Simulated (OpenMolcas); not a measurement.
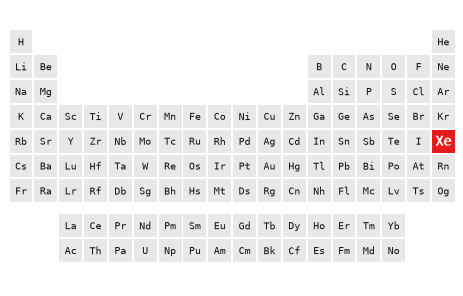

The place of xenon in the periodic table.

## Multiconfigurational calculation, with input and output: Xe⁶⁺

Xe⁶⁺. Level asked for: state-averaged MS-CASPT2, IPEA shift 0.25, imaginary shift 0.1 hartree, semicore shells correlated, active space 2 electrons in the shells 5s 5p, basis ANO-RCC-VTZP, DKH2 scalar Hamiltonian, spin-orbit coupling by RASSI with atomic mean-field integrals (OpenMolcas).

The input:
```
&GATEWAY
Coord
1

Xe 0.0 0.0 0.0
Basis=ANO-RCC-VTZP
Group=XYZ
NoMove
AngMom=0.0 0.0 0.0
AMFI
&SEWARD
&RASSCF
FileOrb=start.orb
Symmetry=1
Spin=3
nActEl=2 0 0
Inactive=14 9
Ras2=1 3
CIRoot=3 3 1
SDav=3
CIMx=300
Iter=120 100
PrWF=0.3
OrbListing=Nothing
MaxOrb=0
Atom
>>> COPY $Project.JobIph JOB001
&RASSCF
FileOrb=start.orb
Symmetry=1
Spin=1
nActEl=2 0 0
Inactive=14 9
Ras2=1 3
CIRoot=1 1 1
SDav=7
CIMx=300
Iter=120 100
PrWF=0.3
OrbListing=Nothing
MaxOrb=0
Atom
>>> COPY $Project.JobIph JOB002
&RASSCF
FileOrb=start.orb
Symmetry=2
Spin=3
nActEl=2 0 0
Inactive=14 9
Ras2=1 3
CIRoot=3 3 1
SDav=3
CIMx=300
Iter=120 100
PrWF=0.3
OrbListing=Nothing
MaxOrb=0
Atom
>>> COPY $Project.JobIph JOB003
&RASSCF
FileOrb=start.orb
Symmetry=2
Spin=1
nActEl=2 0 0
Inactive=14 9
Ras2=1 3
CIRoot=3 3 1
SDav=3
CIMx=300
Iter=120 100
PrWF=0.3
OrbListing=Nothing
MaxOrb=0
Atom
>>> COPY $Project.JobIph JOB004
&RASSI
NrOfJobIphs=3 1 3 3
1
1 2 3
1 2 3
IphNames
JOB002
JOB003
JOB004
EJob
SpinOrbit
DIPRint=1.0
SOCoupling=1000.0
Subsets=2
MEES
Property=10
'ANGMOM' 1 'ANGMOM' 2 'ANGMOM' 3 'MLTPL  1' 1 'MLTPL  1' 2 'MLTPL  1' 3
'AMFI' 1 'AMFI' 2 'AMFI' 3 'MLTPL  2' 6
SOProperty=3
'ANGMOM' 1 'ANGMOM' 2 'ANGMOM' 3
>>> COPY JOB002 $Project.JobIph
&CASPT2
Multistate=1 1
Frozen=9 9
IPEA=0.25
Imaginary=0.1
MaxIter=60
WThr=0.0 0.3 0.05
PrWF=0.5
NoMix
Shift=0.2
Sig2=0.3
```

The file start.orb holds starting orbitals from an earlier step.

Run as:
```bash
OMP_NUM_THREADS=1 MOLCAS_MEM=2252 MOLCAS_PROJECT=a pymolcas a.inp > a.log  # once for each step of the input, in one work folder
```

Output (extracts):
```
|
   ------------------------------------------------------------------------------------------
++ ---------   Input file   ---------
>>> COPY JOB002 $Project.JobIph
&CASPT2
Multistate=1 1
Frozen=9 9
IPEA=0.25
Imaginary=0.1
MaxIter=60
WThr=0.0 0.3 0.05
PrWF=0.5
NoMix
Shift=0.2
Sig2=0.3
-- ----------------------------------
>>> COPY JOB002 a.JobIph
*** symbolic link created: INPORB -> a.RasOrb
--- Start Module: caspt2 at  ---
()()()()()()()()()()()()()()()()()()()()()()()()()()()()()()()()()()()()()()()()()()()()()()()()()()
                                              &CASPT2
                                   only a single process is used
                       available to each process: 2.3 GB of memory, 1 thread
()()()()()()()()()()()()()()()()()()()()()()()()()()()()()()()()()()()()()()()()()()()()()()()()()()
 ###    ERROR: More than one intruder-state removal technique                ###
 ###    active: SHIFt/IMAGinary/SIG1/SIG2 are mutually exclusive!            ###
--- Stop Module: caspt2 at  /rc=_RC_INPUT_ERROR_ ---
.####################.
.# User input error #.
.####################.
```

What the run reported:

| quantity | value |
| --- | --- |
| outcome | refused by the program |
| hardware | 1 CPU thread, shared host |

Diagnosis:

One thing in this input was made wrong on purpose: two shifts. The program refused the input; the driver noted: CASPT2 spin 1: _RC_INPUT_ERROR_.
